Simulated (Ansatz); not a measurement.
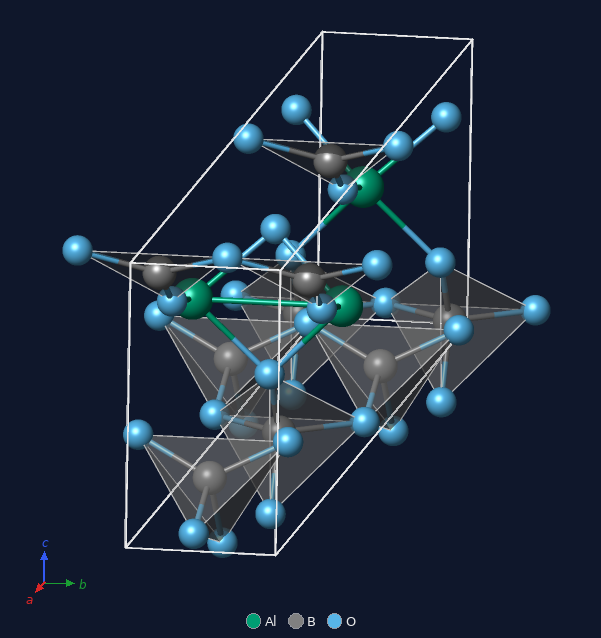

Polyhedral model, viewed slightly off an axis. The parallelepiped is the conventional unit cell. A few atoms beyond the faces are included.

AlB3O6, space group Cm (No. 8), a = 16.041 Å, b = 2.526 Å, c = 4.771 Å, α = 90.00°, β = 95.00°, γ = 90.00°. The initial geometry was a structure type filled with these elements by a generator (whether the compound takes this form wasn't checked). Earlier steps of the study, as a rule a relaxation of our own, may have changed the cell and positions, so they can lie some per cent off the listed ones. A calculation with Ansatz used it as input.

This one geometry was computed with Ansatz (DFT, plane waves, PAW) at four levels of theory: PBE0, HSE06, r2SCAN and PBE. It was relaxed beforehand with r2SCAN.

Which level gives the highest pressure at this volume, and what does that say about its equilibrium volume?

Highest: PBE (5.1 GPa), which points to the largest equilibrium volume. Lowest, with the smallest volume: PBE0 (-1.1 GPa) and HSE06 (-1.1 GPa). Levels within 0.5 GPa of each other can't be told apart.

How does the band gap change with the level of theory?

PBE: a gap of 5.15 eV, direct; r2SCAN: a gap of 5.63 eV, direct; HSE06: a gap of 6.90 eV, direct; PBE0: a gap of 7.67 eV, direct.

Collect the results in a table.

| level | cutoff (eV) | k-mesh of the run's cell | gap (eV) | pressure (GPa) |
| --- | --- | --- | --- | --- |
| PBE0 | 420 | 6×6×4 | 7.67 | -1.1 |
| HSE06 | 420 | 6×6×4 | 6.90 | -1.1 |
| r2SCAN | 500 | 10×10×6 | 5.63 | 0.0 |
| PBE | 420 | 10×10×6 | 5.15 | 5.1 |

Gaps are taken on the k-mesh or band path of each run.
